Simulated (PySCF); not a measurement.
C4H10NOSi (doublet)

Input

```
{"job": {"kind": "epr", "basis": "pcH-1"}, "charge": 0, "multiplicity": 2}
C     -1.325631     1.915391     0.335033
Si    -1.074758     0.126400     0.001843
N     -2.500497    -0.779628    -0.339149
C      0.420872    -0.310697    -1.137515
C      1.021727    -0.878072     0.145999
C      2.244222    -0.132419     0.642334
O     -0.077856    -0.690813     1.048147
H     -0.540941     2.560105     0.688443
H     -2.203594     2.426783    -0.013662
H     -3.349909    -0.281221    -0.536640
H     -2.689498    -1.589496     0.228508
H      0.226383    -1.061655    -1.894951
H      0.994848     0.501898    -1.567843
H      1.227976    -1.951860     0.091089
H      2.515876    -0.480897     1.635668
H      3.080787    -0.292697    -0.033656
H      2.022993     0.930909     0.696441
```

Command:

```sh
OMP_NUM_THREADS=1 python probes_run.py task.json out
```

Geometry: GFN2-xTB.

All numbers below come from UKS B3LYP, pcH-1 on C H N O Si, non-relativistic, mean-field spin-orbit, GIAO (PySCF 2.14.0, density-fitted response routines).

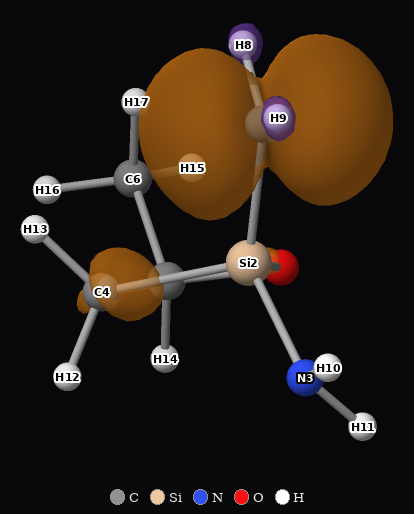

Figure 1. Isosurfaces of the spin density at +0.03 (orange) and −0.03 e/Å³ (purple), seen at an oblique angle.

> Where is the unpaired spin?

The unpaired spin (1 electron) lies mostly on C1 (about 0.7) and Si2 (about 0.1), in electrons by Hirshfeld's partition.

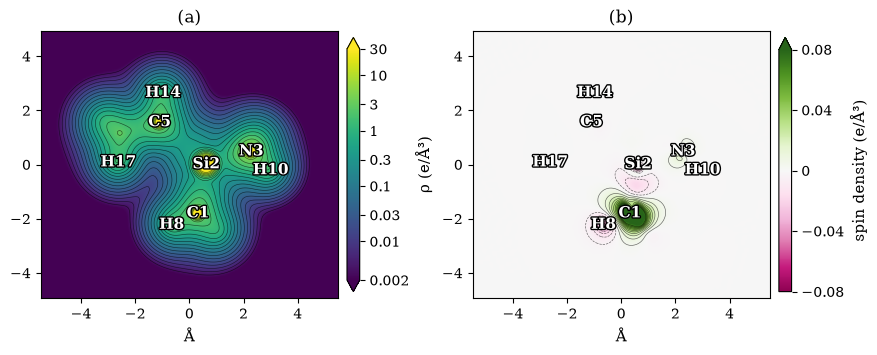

Figure 2. (a) electron density; (b) spin density on the plane of atoms C1, Si2 and N3.

> Describe what can be read from this map.

The plane passes through C, Si, N and H nuclei.
Si–N (1.72 Å): ρ at the midpoint is about 1.1 e/Å³.
C–Si (1.84 Å): the density is about 1 e/Å³ at the midpoint.
N–H (1.00 Å): ρ is about 2.8 e/Å³ halfway.

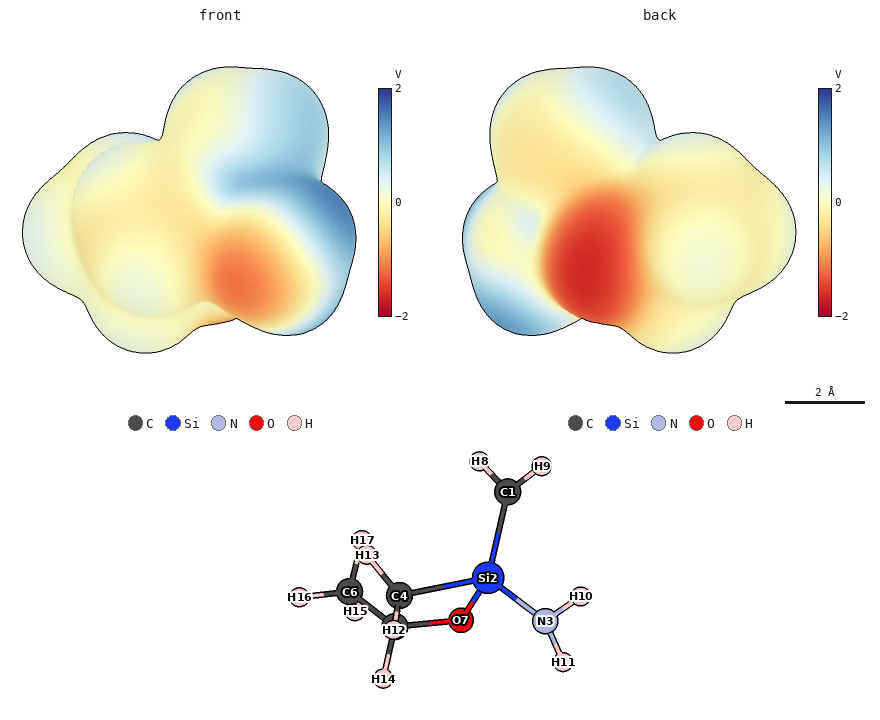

Figure 3. The electrostatic potential painted on the density surface at 0.001 e/bohr³, seen from the front and from behind; the colour scale runs from red (negative) to blue (positive). The bare structure is drawn below in the same view.

> Which sites attract a positive test charge, and which a negative one?

A positive charge is drawn to the negative regions and a negative charge to the positive ones. The most negative region (about −1.6 V) lies over O7, the most positive (about +1.4 V) over H10. O7 is the likeliest acceptor of a hydrogen bond.
